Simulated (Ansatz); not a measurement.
CH$_{7}$BN$_{2}$

```xyz
11

B    -0.0061    0.0031   -0.0450
C    -0.0089    0.0383    1.5463
H    -1.0192    0.0631    1.9720
H     0.4927   -0.8479    1.9584
H     0.5299    0.9121    1.9350
N     1.2140    0.2078   -0.7482
H     1.3042    0.1794   -1.7535
H     2.0860    0.3861   -0.2749
N    -1.2139   -0.2469   -0.7518
H    -2.0917   -0.3947   -0.2792
H    -1.2870   -0.3004   -1.7577
```

Method: RKS B3LYP-D4/6-31G* (Ansatz).

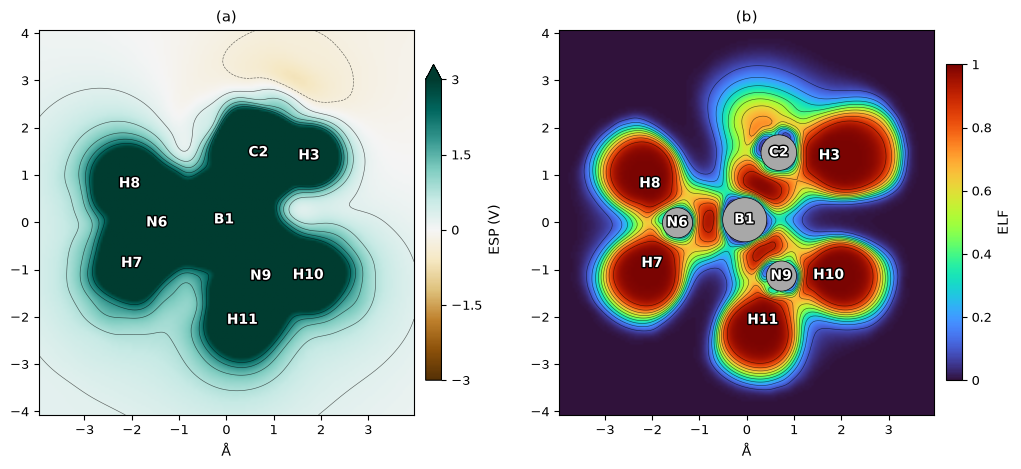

Figure 1. (a) electrostatic potential; (b) ELF on the plane of atoms C2, B1 and N6. Grey discs cover the atomic cores in the ELF map.

Question: Interpret the plot.

Answer:
- The section cuts through B, C, H and N sites.
- B–N (1.42 Å): the ELF peaks at about 0.95 between the atoms (a polar covalent bond).
- C–B (1.59 Å): the ELF peaks at about 1 between the atoms, as expected for a shared electron pair.
- N–H (1.01 Å): the ELF climbs to about 1 towards the hydrogen, as it does in any bond to H: a covalent bond by its length.
- C–H (1.10 Å): the ELF climbs to about 1 towards the hydrogen; a covalent bond by its length.
- Outside the dense part of the molecule the potential is most negative (−0.7 V) near C2.

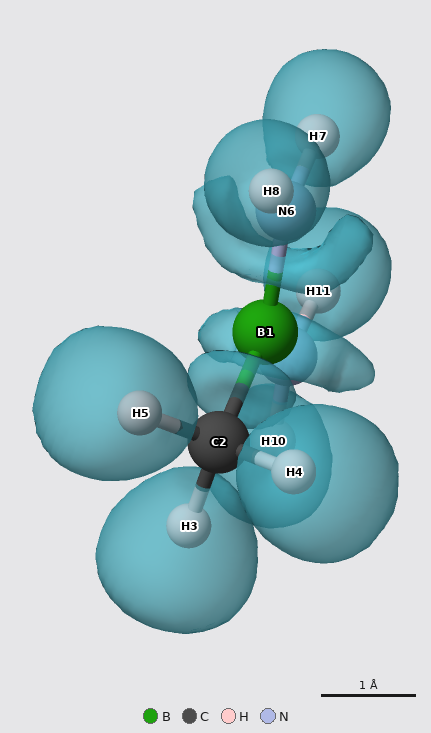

Figure 2. Isosurface of the ELF at 0.85 (cyan), seen at an oblique angle. Only the valence region is drawn (cores and ρ < 0.01 e/Å³ removed).

Question: Identify the bonds, lone pairs and shells in this picture.

Answer: The ELF exceeds this value in one region between bonded B–C atoms (shared pairs), two regions between bonded B–N atoms (shared pairs) and seven regions around hydrogen nuclei.

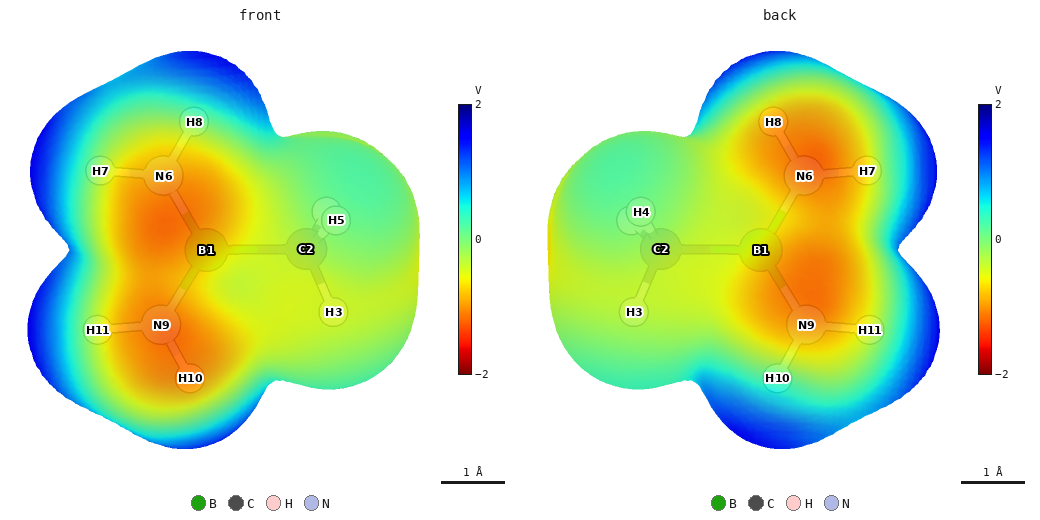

Figure 3. The molecular electrostatic potential painted on the density surface at 0.002 e/bohr³, seen from the front and from behind; the colour scale runs from red (negative) to blue (positive).

Question: Where is the surface potential most negative and most positive?

Answer: The most negative region (about −1.2 V) lies over N6 and N9, the most positive (about +1.5 V) over H7, H8, H10 and H11.

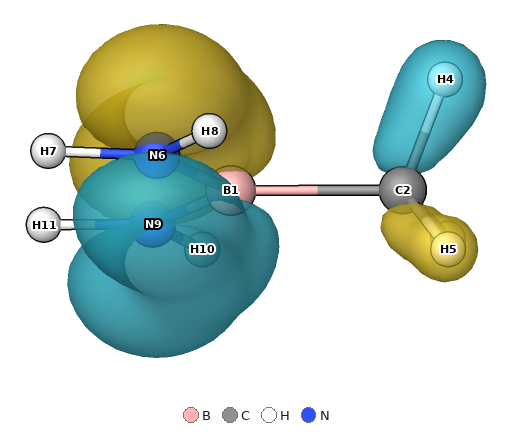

Figure 4. The HOMO−1 at ±0.15 Å⁻³ᐟ² (yellow and cyan are the two phases), seen from one side.

Question: Describe this orbital and give its energy.

Answer: Its weight (Hirshfeld) is mainly on N9 (about 35 %), N6 (about 30 %) and B1 (about 20 %). Its energy is −7.65 eV.
